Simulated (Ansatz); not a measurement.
System (SMILES): [GeH] (GeH), doublet.
Atoms: Ge1, H2. Bonds: Ge1-H2.

Basis-set convergence of the highest harmonic wavenumber at HF with Ansatz (a quantum-chemistry and plane-wave program). Each level at its own minimum, finite differences of forces, unscaled; the reference is a large set that could be run, not a limit. Cartesian d functions, on some or all atoms, in 6-31G*; all else is spherical. The program fits the integrals of some runs and decomposes those of others, by size. Open shells are unrestricted. No added dispersion term, no relativity. Reference: the value in def2-QZVPPD, 1993 cm⁻¹, itself unsure by roughly 1 cm⁻¹ (its mean distance from pcseg-3, def2-QZVPP, cc-pVQZ). Deviations are taken from unrounded values.

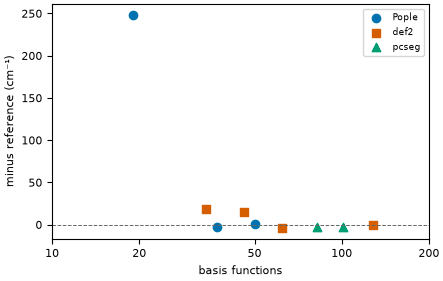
Deviation from the reference against the number of basis functions, by family of sets.

| basis | functions | highest harmonic wavenumber (cm⁻¹) | minus reference (cm⁻¹) |
|---|---|---|---|
| STO-3G | 19 | 2242 | 249 |
| def2-SV(P) | 34 | 2012 | 19 |
| 6-31G* | 37 | 1991 | -2 |
| def2-SVPD | 46 | 2009 | 15 |
| 6-311G** | 50 | 1994 | 1 |
| def2-TZVPP | 62 | 1989 | -4 |
| aug-pcseg-2 | 82 | 1991 | -3 |
| pcseg-3 | 101 | 1990 | -3 |
| def2-QZVPPD | 128 | 1993 | 0 |
